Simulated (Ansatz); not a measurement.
## Molecular dynamics of HfO$_{2}$ (part 5 of 5)

The same run, continued: HfO$_{2}$ (disordered cell, 12 atoms in the cell); DFT with PBE, PAW plane waves, no spin polarisation (Ansatz 0.2.0); cutoff 420 eV, 3×3×3 k-mesh, Fermi–Dirac smearing of 0.1 eV. The structure is a generated disordered packing, not a quenched model of a glass.

Geometry of the input (Å; fractional positions):
```
5.7846  -0.8845  -1.6335
-0.1048  5.0961  -1.3749
1.1103  1.4144  4.6244
O  0.0670  0.3149  0.6250
O  0.8016  0.6798  0.5996
O  0.8064  0.3728  0.4916
O  0.3291  0.6606  0.6312
Hf 0.8146  0.4021  0.0053
Hf 0.0590  0.9329  0.9063
Hf 0.4493  0.1766  0.6012
Hf 0.3279  0.4851  0.0883
O  0.9908  0.6506  0.3680
O  0.6639  0.8524  0.8111
O  0.2163  0.8596  0.3620
O  0.5481  0.0578  0.1598
```

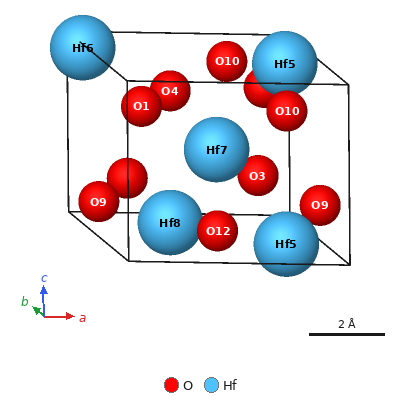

The geometry at step 60 of the log (spheres-only view of the cell of the calculation, seen slightly off an axis; atoms are numbered from 1 in the order of the input).

Trajectory as extended XYZ, continued:
```
12
Lattice="5.7846 -0.8845 -1.6335 -0.1048 5.0961 -1.3749 1.1103 1.4144 4.6244" Properties=species:S:1:pos:R:3:forces:R:3 step=59 time_fs=29.5 energy=-67420.72640 temperature=6682.4
O     1.5810    2.1875    3.1602    0.6104   6.2518  -5.8922
O     5.4804    4.0191    1.3227   -0.9747  -8.5196  -1.2021
O     4.2848    1.4513    0.4198    6.4932   4.4165  -1.7863
O     2.9456    4.1394    2.0521   -1.3757   1.2001  -6.1724
Hf    4.6925    1.2422   -1.8273  -12.7981  -7.9667  -1.2375
Hf    1.2281    5.9859    2.9497   -2.2033  -3.8809   0.6613
Hf    3.2006    1.2280    1.7752   -1.1907  -3.6747   3.1821
Hf    1.9349    2.4411   -0.8719    1.6222  -1.0041   5.7256
O     6.0103    2.1523   -1.5598    9.7586   5.0022   4.3310
O     4.9783    5.5377    1.4377   -3.0567   6.7412   0.0349
O     1.4936    4.5876   -0.5545    4.9253  -0.3277   6.9326
O     2.7220    0.5617   -0.2897   -1.8103   1.7616  -4.5771
12
Lattice="5.7846 -0.8845 -1.6335 -0.1048 5.0961 -1.3749 1.1103 1.4144 4.6244" Properties=species:S:1:pos:R:3:forces:R:3 step=60 time_fs=30.0 energy=-67421.09695 temperature=6996.6
O     1.5931    2.1904    3.1677    0.4531   6.2264  -5.8511
O     5.4844    4.0142    1.3332   -0.8083  -8.9221  -1.0341
O     4.2751    1.4520    0.4181    6.6116   4.4400  -1.9469
O     2.9460    4.1482    2.0340   -1.3594   1.0870  -5.2222
Hf    4.6905    1.2402   -1.8255  -13.3850  -8.0549  -1.5527
Hf    1.2262    5.9853    2.9522   -2.2184  -4.1071   0.8213
Hf    3.2001    1.2252    1.7743   -1.2067  -3.7529   3.4666
Hf    1.9353    2.4426   -0.8702    1.5631  -0.7483   4.7056
O     6.0128    2.1367   -1.5664   10.4831   5.3172   4.4195
O     4.9817    5.5606    1.4360   -2.9970   7.2018  -0.0738
O     1.5092    4.5924   -0.5581    4.5133  -0.4987   6.8599
O     2.7039    0.5777   -0.3053   -1.6492   1.8116  -4.5920
```

Key numbers:

| quantity | value |
| --- | --- |
| outcome | finished |
| mean temperature over the second half | 7125 K |
| trajectory | 60 steps, 30 fs |
| ensemble | nvt_langevin |
| temperature in the input | 1200.0 K |
| time step | 0.5 fs |
| electrons treated | 152 |
| potential energy (free energy of the electrons) (last step) | −67421.0969 eV |
| Fermi energy (last step) | 14.376 eV |
| largest force (length of the vector) (last step) | 15.699 eV/Å |
| hardware | 2 threads of an Arm (aarch64) CPU, shared host |
| wall time | 8.5 min (CPU time 17 min) |
| peak memory | 0.64 GiB |

Remarks:

Spin–orbit coupling is left out, which matters for Hf. So short a trajectory is not equilibrated. The logged temperature at the start can lie below the typed one, since it is counted over all degrees of freedom. The temperature stays far from the 1200 K of the thermostat over the second half: the run isn't equilibrated.
